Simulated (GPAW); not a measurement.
# Li/Rh(111): work function by functional and basis

Wanted: work functions and dipole of Li/Rh(111), with the cost of each level.

Main program and level: GPAW 26.7.0; GPAW, PAW setups; slab in vacuum, relaxation, in the first sound run; inputs show where later runs differ.

## 1. The structure

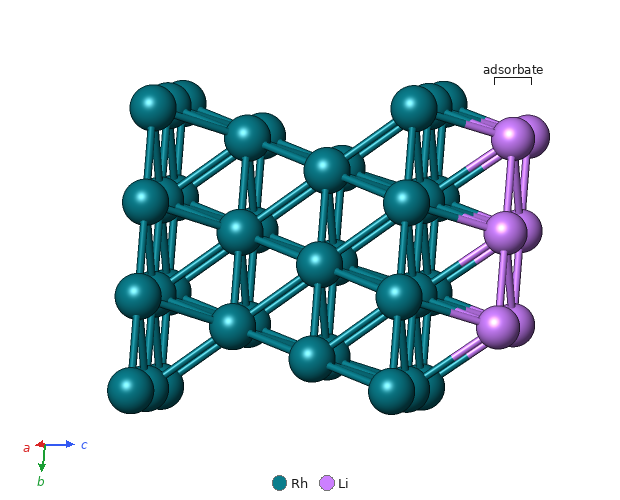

The starting structure, seen from the side, with the c axis across the page (rhodium blue, lithium purple). 2×3×1 cells are drawn. Some periodic images of atoms are drawn too.

The cell holds 5 atoms: 4 Rh and 1 Li. Its edges and angles: a = 2.687 Å, b = 2.687 Å, c = 24.890 Å, α = 90.0°, β = 90.0°, γ = 60.0°. Vacuum lies along c.

## 2. Relaxing the atoms

The atoms are relaxed first, since the surface dipole, and with it the work function, follows the positions of the outer layers. The lowest 2 atoms are held at bulk positions and keep their forces.

The input, run.py:

```python
import json
import numpy as np
from ase import Atoms
from ase.constraints import FixAtoms
from ase.optimize import BFGS
from gpaw import GPAW, PW

slab = Atoms(
    ['Rh', 'Rh', 'Rh', 'Rh', 'Li'],
    positions=[
        [0.00000, 0.00000, 8.00000],
        [1.34350, 0.77567, 10.19393],
        [2.68701, 1.55134, 12.38786],
        [0.00000, 0.00000, 14.58179],
        [1.34350, 0.77567, 16.88989]],
    cell=[[2.68701, 0.0, 0.0], [1.3435, 2.32702, 0.0], [0.0, 0.0, 24.88989]],
    pbc=[True, True, False])

slab.calc = GPAW(mode=PW(400), xc='PBE', kpts={'size': (13, 13, 1), 'gamma': True},
                 occupations={'name': 'fermi-dirac', 'width': 0.1}, nbands='300%',
                 convergence={'density': 1e-05}, maxiter=200,
                 poissonsolver={'dipolelayer': 'xy'},
                 symmetry={'tolerance': 1e-3, 'extra_ids': [1, 1, 0, 0, 0]}, txt='slab.txt')
result = {}
slab.set_constraint(FixAtoms([0, 1]))
path = []
opt = BFGS(slab, maxstep=0.2)
opt.attach(lambda: path.append((slab.get_potential_energy(), slab.positions.tolist(), slab.get_forces().tolist())))
result['relaxed'] = bool(opt.run(fmax=0.03, steps=40))
result['path'] = path
energy = slab.get_potential_energy()
fermi = slab.calc.get_fermi_level()
v = slab.calc.get_electrostatic_potential().mean((0, 1)) - fermi
n = slab.calc.get_pseudo_density().mean((0, 1))
L = slab.cell[2, 2]
z = np.arange(len(v)) * L / len(v)
low, high = slab.positions[:, 2].min(), slab.positions[:, 2].max()
below, above = np.interp([low - 5.8, high + 5.8], z, v)
slopes = [np.interp(x, z, np.gradient(v, z)) for x in (low - 5.8, high + 5.8)]
eps = np.array([[slab.calc.get_eigenvalues(k, s) for k in range(len(slab.calc.get_ibz_k_points()))]
                for s in range(slab.calc.get_number_of_spins())]) - fermi
top, bottom = eps[eps < 0].max(), eps[eps > 0].min()
dipole = slab.get_dipole_moment()[2]
print(f'energy {energy:.4f} eV, Fermi level {fermi:.4f} eV, dipole {dipole:.5f} e A')
print(f'potential 5.8 A off the faces, from the Fermi level: lower {below:.4f} eV, upper {above:.4f} eV')
print(f'slope of the potential there: lower {slopes[0]:.5f}, upper {slopes[1]:.5f} eV/A')
print(f'nearest levels on the mesh: {top:.4f} and {bottom:.4f} eV')
print('magnetic moment', round(slab.get_magnetic_moment(), 3))
result.update(energy=energy, fermi=fermi, dipole=dipole, below=below, above=above, slopes=slopes, edges=[top, bottom],
              z=z.tolist(), v=v.tolist(), n=n.tolist(), positions=slab.positions.tolist(),
              forces=slab.get_forces(apply_constraint=False).tolist(), moments=slab.get_magnetic_moments().tolist())
json.dump(result, open('result.json', 'w'))
```

The run is started by

```bash
$ OMP_NUM_THREADS=1 OPENBLAS_NUM_THREADS=1 python run.py
```

What it wrote:

```text
Step          Energy          fmax
BFGS:    0      -30.097954        0.769484
BFGS:    1      -30.109615        0.664761
BFGS:    2      -30.158754        0.411687
BFGS:    3      -30.161837        0.367297
BFGS:    4      -30.170743        0.128226
BFGS:    5      -30.171373        0.064550
BFGS:    6      -30.171572        0.067785
BFGS:    7      -30.172095        0.091435
BFGS:    8      -30.173032        0.107090
BFGS:    9      -30.174388        0.088758
BFGS:   10      -30.174916        0.049110
BFGS:   11      -30.175067        0.004719
energy -30.0614 eV, Fermi level 1.8488 eV, dipole 0.05011 e A
potential 5.8 A off the faces, from the Fermi level: lower 5.1540 eV, upper 3.6976 eV
slope of the potential there: lower 0.00024, upper 0.00100 eV/A
nearest levels on the mesh: -0.0030 and 0.0218 eV
magnetic moment 0.0
```

Elapsed: 35 min, on 1 thread of Intel Xeon Platinum 8259CL at 2.50GHz (Skylake/Cascade Lake), shared host; peak memory 0.27 GiB.

Step by step:

```tsv
step	energy less that of the first step (eV)	largest force (eV/Å)
1	0.0000	0.7695
2	-0.0117	0.6648
3	-0.0605	0.4117
4	-0.0635	0.3673
5	-0.0720	0.1282
6	-0.0726	0.0645
7	-0.0729	0.0678
8	-0.0735	0.0914
9	-0.0746	0.1071
10	-0.0764	0.0888
11	-0.0771	0.0491
12	-0.0773	0.0047
```

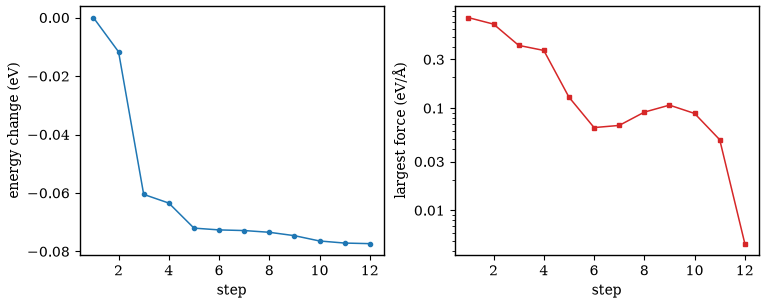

Energy and largest force along the relaxation.

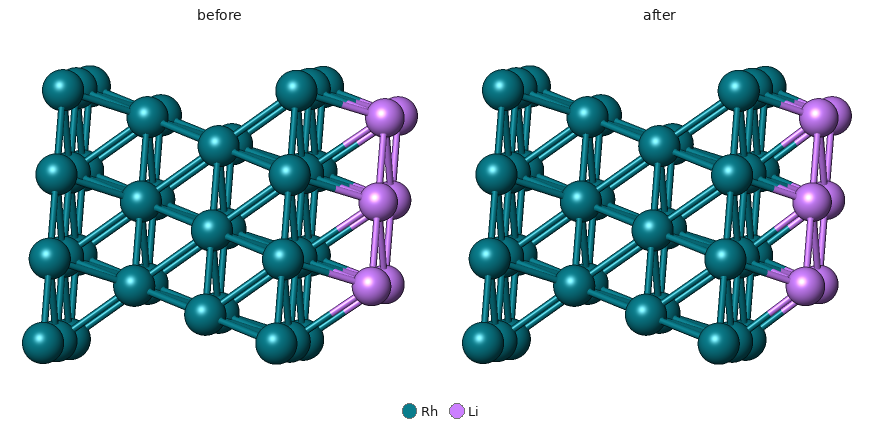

The structure before and after the relaxation, drawn at the same scale.

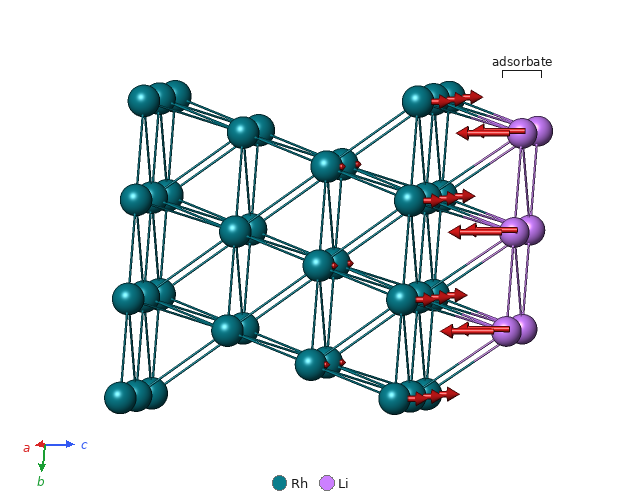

Displacements in the relaxation, exaggerated; the longest in the cell stands for 0.17 Å. 2×3×1 cells are drawn. Some periodic images of atoms are drawn too.

The atoms that moved most (Å):

```tsv
atom	dx	dy	dz	length
Li5	0.000	0.000	-0.172	0.172
Rh4	0.000	0.000	0.067	0.067
Rh3	0.000	0.000	0.020	0.020
```

The relaxed structure:

```xyz
5
Lattice="2.6870 0.0000 0.0000 1.3435 2.3270 0.0000 0.0000 0.0000 24.8899" Properties=species:S:1:pos:R:3
Rh    0.0000    0.0000    8.0000
Rh    1.3435    0.7757   10.1939
Rh    2.6870    1.5513   12.4074
Rh    0.0000    0.0000   14.6485
Li    1.3435    0.7757   16.7174
```

This step gave:

```yaml
dipole_along_the_normal: 0.05011 e·Å
levels_nearest_the_fermi_level_on_the_mesh: -0.003034, 0.02183 eV from the Fermi level
work_function_of_the_upper_face: 3.698 eV
work_function_of_the_lower_face: 5.154 eV
```

The electrostatic potential energy of an electron (without an applied field's), less the Fermi level, planar mean oscillates, so the rows of the table below give means over windows of 2.28 Å about each position, cut where the curve ends. Its maxima inside the range that stand out by 2 % of the span (Å: eV): 1.8: 5.15, 9.1: -0.661, 11.3: -0.648, 13.6: -0.346, 15.9: 0.771. Its minima: 8.0: -25.8, 10.2: -26.2, 12.4: -26.0, 14.6: -25.8, 16.8: -4.81.

The electrostatic potential energy of an electron (without an applied field's), less the Fermi level, planar mean by z; means over each step:

```tsv
z (Å)	electrostatic potential energy of an electron (without an applied field's), less the Fermi level, planar mean (eV)
1.14	5.09
3.42	5.15
5.70	4.67
7.98	-10.8
10.26	-11.4
12.54	-11.3
14.82	-10.8
17.10	-1.27
19.38	3.41
21.66	3.69
23.94	3.73
```

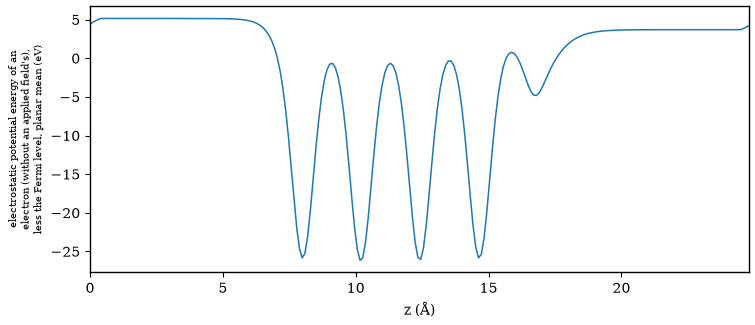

Electrostatic potential energy of an electron (without an applied field's), less the Fermi level, planar mean against z.

The pseudo valence density, planar mean oscillates, so the rows of the table below give means over windows of 2.28 Å about each position, cut where the curve ends. Its maxima inside the range that stand out by 2 % of the span (Å: e/Å³): 8.1: 2.48, 10.2: 2.59, 12.4: 2.58, 14.7: 2.50. Its minima: 9.1: 0.324, 11.2: 0.324, 13.5: 0.299.

Table of pseudo valence density, planar mean by z; means over each step:

```tsv
z (Å)	pseudo valence density, planar mean (e/Å³)
3.42	4.7e-5
5.70	0.0195
7.98	1.04
10.26	1.06
12.54	1.06
14.82	1.04
17.10	0.0584
19.38	0.00507
21.66	7.5e-5
```

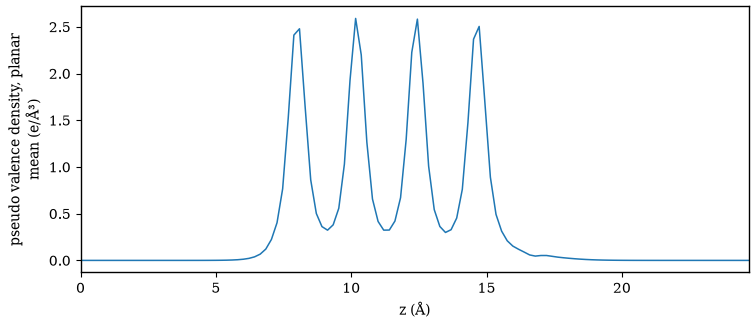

Pseudo valence density, planar mean against z.

The relaxation lowered the energy of the cell by 0.0773 eV (energies extrapolated to zero smearing; the optimiser's log prints free energies). The largest force left on a free atom is 0.0047 eV/Å.

## 3. The slab's potential

With the geometry fixed, the planar mean of the potential gives the vacuum level on each side.

This step: GPAW, PAW setups; slab in vacuum (GPAW 26.7.0).

Edit run.py of step 2 so:

```diff
@@ -3,4 +3,2 @@
 from ase import Atoms
-from ase.constraints import FixAtoms
-from ase.optimize import BFGS
 from gpaw import GPAW, PW
@@ -12,5 +10,5 @@
         [1.34350, 0.77567, 10.19393],
-        [2.68701, 1.55134, 12.38786],
-        [0.00000, 0.00000, 14.58179],
-        [1.34350, 0.77567, 16.88989]],
+        [2.68701, 1.55134, 12.40739],
+        [0.00000, 0.00000, 14.64847],
+        [1.34350, 0.77567, 16.71739]],
     cell=[[2.68701, 0.0, 0.0], [1.3435, 2.32702, 0.0], [0.0, 0.0, 24.88989]],
@@ -22,10 +20,4 @@
                  poissonsolver={'dipolelayer': 'xy'},
-                 symmetry={'tolerance': 1e-3, 'extra_ids': [1, 1, 0, 0, 0]}, txt='slab.txt')
+                 symmetry={'tolerance': 1e-3}, txt='slab.txt')
 result = {}
-slab.set_constraint(FixAtoms([0, 1]))
-path = []
-opt = BFGS(slab, maxstep=0.2)
-opt.attach(lambda: path.append((slab.get_potential_energy(), slab.positions.tolist(), slab.get_forces().tolist())))
-result['relaxed'] = bool(opt.run(fmax=0.03, steps=40))
-result['path'] = path
 energy = slab.get_potential_energy()
```

What it wrote:

```text
energy -30.0614 eV, Fermi level 1.8489 eV, dipole 0.05015 e A
potential 5.8 A off the faces, from the Fermi level: lower 5.1536 eV, upper 3.6975 eV
slope of the potential there: lower 0.00027, upper 0.00101 eV/A
nearest levels on the mesh: -0.0030 and 0.0218 eV
magnetic moment 0.0
```

Elapsed: 4.9 min, on 1 thread; peak memory 0.27 GiB.

Numbers from this step:

```yaml
dipole_along_the_normal: 0.05015 e·Å
levels_nearest_the_fermi_level_on_the_mesh: -0.003037, 0.02182 eV from the Fermi level
```

The electrostatic potential energy of an electron (without an applied field's), less the Fermi level, planar mean oscillates, so the rows of the table below give means over windows of 2.28 Å about each position, cut where the curve ends. Its maxima inside the range that stand out by 2 % of the span (Å: eV): 1.8: 5.15, 9.1: -0.661, 11.3: -0.648, 13.6: -0.346, 15.9: 0.771. Its minima: 8.0: -25.8, 10.2: -26.2, 12.4: -26.0, 14.6: -25.8, 16.8: -4.81.

Electrostatic potential energy of an electron (without an applied field's), less the Fermi level, planar mean against z; means over each step:

```tsv
z (Å)	electrostatic potential energy of an electron (without an applied field's), less the Fermi level, planar mean (eV)
1.14	5.09
3.42	5.15
5.70	4.67
7.98	-10.8
10.26	-11.4
12.54	-11.3
14.82	-10.8
17.10	-1.27
19.38	3.41
21.66	3.69
23.94	3.73
```

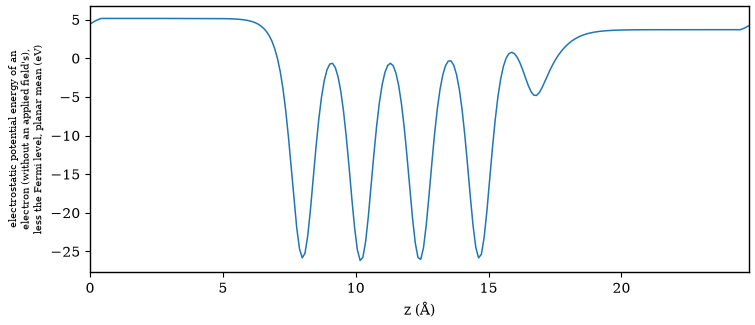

Electrostatic potential energy of an electron (without an applied field's), less the Fermi level, planar mean against z.

The pseudo valence density, planar mean oscillates, so the rows of the table below give means over windows of 2.28 Å about each position, cut where the curve ends. Its maxima inside the range that stand out by 2 % of the span (Å: e/Å³): 8.1: 2.48, 10.2: 2.59, 12.4: 2.58, 14.7: 2.50. Its minima: 9.1: 0.324, 11.2: 0.324, 13.5: 0.299.

The pseudo valence density, planar mean by z; means over each step:

```tsv
z (Å)	pseudo valence density, planar mean (e/Å³)
3.42	4.7e-5
5.70	0.0195
7.98	1.04
10.26	1.06
12.54	1.06
14.82	1.04
17.10	0.0584
19.38	0.00507
21.66	7.5e-5
```

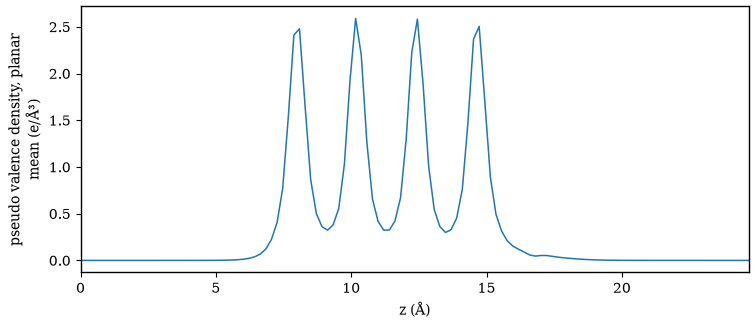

Pseudo valence density, planar mean, plotted against z.

The potential is flat to 0.001 eV/Å where it is read, so the vacuum is wide enough.

## 4. Self-consistent run: xc = "LDA"

The same geometry under LDA, to see how far the functional moves the levels against the vacuum.

Edit run.py of step 3 so:

```diff
@@ -16,3 +16,3 @@
 
-slab.calc = GPAW(mode=PW(400), xc='PBE', kpts={'size': (13, 13, 1), 'gamma': True},
+slab.calc = GPAW(mode=PW(400), xc='LDA', kpts={'size': (13, 13, 1), 'gamma': True},
                  occupations={'name': 'fermi-dirac', 'width': 0.1}, nbands='300%',
```

What it wrote:

```text
energy -35.6381 eV, Fermi level 1.5974 eV, dipole 0.06070 e A
potential 5.8 A off the faces, from the Fermi level: lower 5.5437 eV, upper 3.7824 eV
slope of the potential there: lower 0.00026, upper 0.00109 eV/A
nearest levels on the mesh: -0.0004 and 0.0016 eV
magnetic moment 0.0
```

It took 4.7 min on 1 thread; peak memory 0.26 GiB.

This step gave:

```yaml
dipole_along_the_normal: 0.06070 e·Å
levels_nearest_the_fermi_level_on_the_mesh: -4.11e-4, 0.001576 eV from the Fermi level
work_function_of_the_upper_face: 3.782 eV
work_function_of_the_lower_face: 5.544 eV
```

The electrostatic potential energy of an electron (without an applied field's), less the Fermi level, planar mean oscillates, so the rows of the table below give means over windows of 2.28 Å about each position, cut where the curve ends. Its maxima inside the range that stand out by 2 % of the span (Å: eV): 1.8: 5.54, 9.1: -0.283, 11.3: -0.274, 13.6: 0.0310, 15.9: 1.08. Its minima: 8.0: -25.6, 10.2: -26.0, 12.4: -25.8, 14.6: -25.6, 16.8: -4.64.

Table of electrostatic potential energy of an electron (without an applied field's), less the Fermi level, planar mean by z; means over each step:

```tsv
z (Å)	electrostatic potential energy of an electron (without an applied field's), less the Fermi level, planar mean (eV)
1.14	5.47
3.42	5.54
5.70	5.06
7.98	-10.5
10.26	-11.1
12.54	-11.0
14.82	-10.5
17.10	-1.11
19.38	3.49
21.66	3.78
23.94	3.83
```

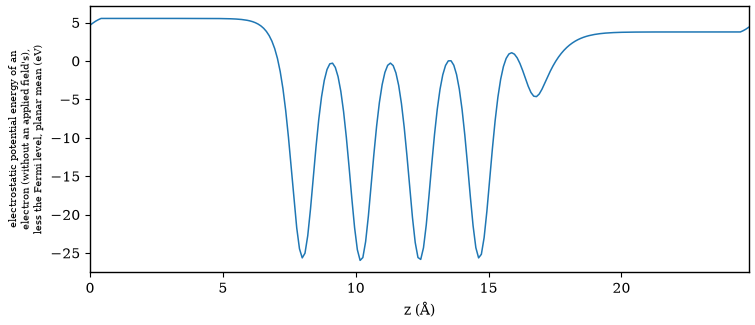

Electrostatic potential energy of an electron (without an applied field's), less the Fermi level, planar mean, plotted against z.

The pseudo valence density, planar mean oscillates, so the rows of the table below give means over windows of 2.28 Å about each position, cut where the curve ends. Its maxima inside the range that stand out by 2 % of the span (Å: e/Å³): 8.1: 2.47, 10.2: 2.58, 12.4: 2.58, 14.7: 2.50. Its minima: 9.1: 0.326, 11.2: 0.326, 13.5: 0.301.

Table of pseudo valence density, planar mean by z; means over each step:

```tsv
z (Å)	pseudo valence density, planar mean (e/Å³)
3.42	4.2e-5
5.70	0.0197
7.98	1.04
10.26	1.06
12.54	1.06
14.82	1.04
17.10	0.0582
19.38	0.00503
21.66	7.9e-5
```

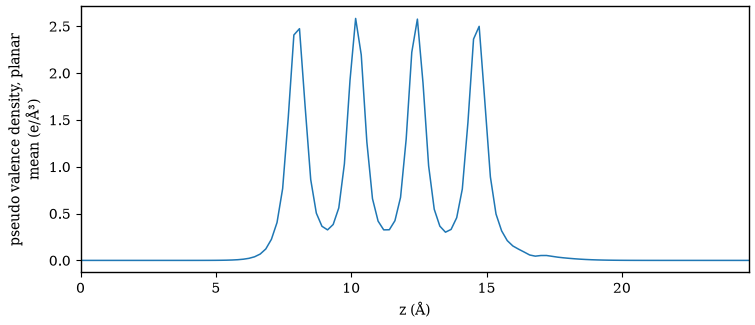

Pseudo valence density, planar mean against z.

Force by atom:

```tsv
atom	x (eV/Å)	y (eV/Å)	z (eV/Å)	size
Rh1	0.000	0.000	0.728	0.728
Rh2	0.000	0.000	-0.057	0.057
Rh3	0.000	0.000	-0.029	0.029
Rh4	0.000	0.000	-0.391	0.391
Li5	0.000	0.000	-0.250	0.250
```

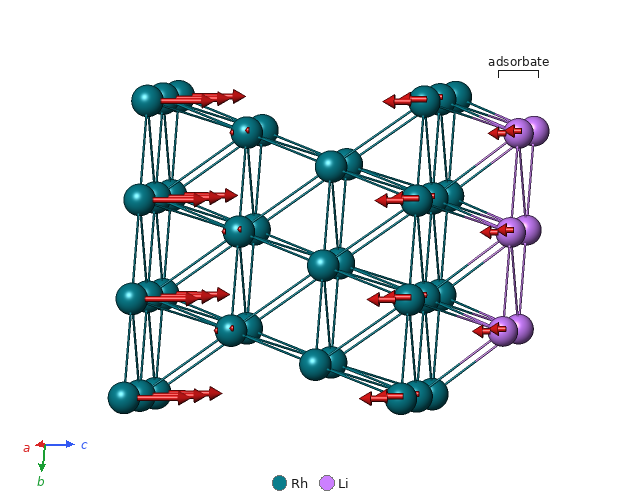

Force as arrows, the longest 0.728 eV/Å. 2×3×1 cells are drawn. Some periodic images of atoms are drawn too.

The upper face's work function is 3.782 eV, against 3.698 eV in the first plane-wave PBE run at this geometry.

## 5. Self-consistent run: xc = "RPBE"

The same geometry under RPBE, to see how far the functional moves the levels against the vacuum.

Edit run.py of step 4 so:

```diff
@@ -16,3 +16,3 @@
 
-slab.calc = GPAW(mode=PW(400), xc='LDA', kpts={'size': (13, 13, 1), 'gamma': True},
+slab.calc = GPAW(mode=PW(400), xc='RPBE', kpts={'size': (13, 13, 1), 'gamma': True},
                  occupations={'name': 'fermi-dirac', 'width': 0.1}, nbands='300%',
```

What it wrote:

```text
energy -27.4320 eV, Fermi level 1.9459 eV, dipole 0.04571 e A
potential 5.8 A off the faces, from the Fermi level: lower 4.9784 eV, upper 3.6507 eV
slope of the potential there: lower 0.00027, upper 0.00102 eV/A
nearest levels on the mesh: -0.0063 and 0.0178 eV
magnetic moment 0.0
```

The job ended after 4.7 min (1 thread; peak memory 0.27 GiB).

Numbers from this step:

| Quantity | Value |
| --- | --- |
| dipole along the normal | 0.04571 e·Å |
| levels nearest the Fermi level on the mesh | -0.006347, 0.01784 eV from the Fermi level |
| work function of the upper face | 3.651 eV |
| work function of the lower face | 4.978 eV |

The electrostatic potential energy of an electron (without an applied field's), less the Fermi level, planar mean oscillates, so the rows of the table below give means over windows of 2.28 Å about each position, cut where the curve ends. Its maxima inside the range that stand out by 2 % of the span (Å: eV): 1.8: 4.98, 9.1: -0.765, 11.3: -0.752, 13.6: -0.452, 15.9: 0.651. Its minima: 8.0: -25.9, 10.2: -26.2, 12.4: -26.1, 14.6: -25.9, 16.8: -4.92.

The electrostatic potential energy of an electron (without an applied field's), less the Fermi level, planar mean by z; means over each step:

```tsv
z (Å)	electrostatic potential energy of an electron (without an applied field's), less the Fermi level, planar mean (eV)
1.14	4.92
3.42	4.98
5.70	4.50
7.98	-10.9
10.26	-11.5
12.54	-11.4
14.82	-10.9
17.10	-1.35
19.38	3.36
21.66	3.65
23.94	3.68
```

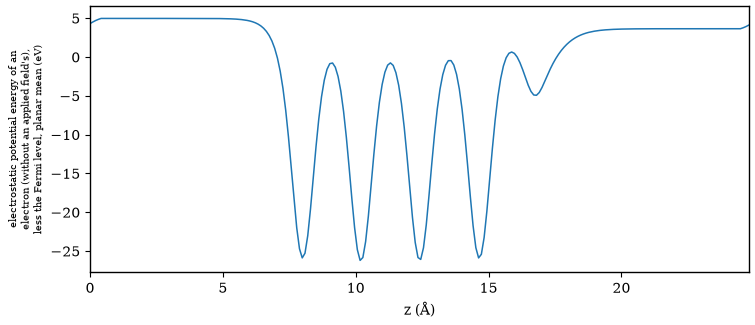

Electrostatic potential energy of an electron (without an applied field's), less the Fermi level, planar mean, plotted against z.

The upper face's work function is 3.651 eV, against 3.698 eV in the first plane-wave PBE run at this geometry.

(Part 1 of 2 ends here.)

[Logs are printed without paths, hosts, clocks, repeated set-up lines and the standing remarks that a program may print on its own settings, such as how far it seeks lower states.]

[Hosts, paths, dates, database ids (printed as entryN), source tags and the programs' standing remarks are cut or masked in the printed files.]
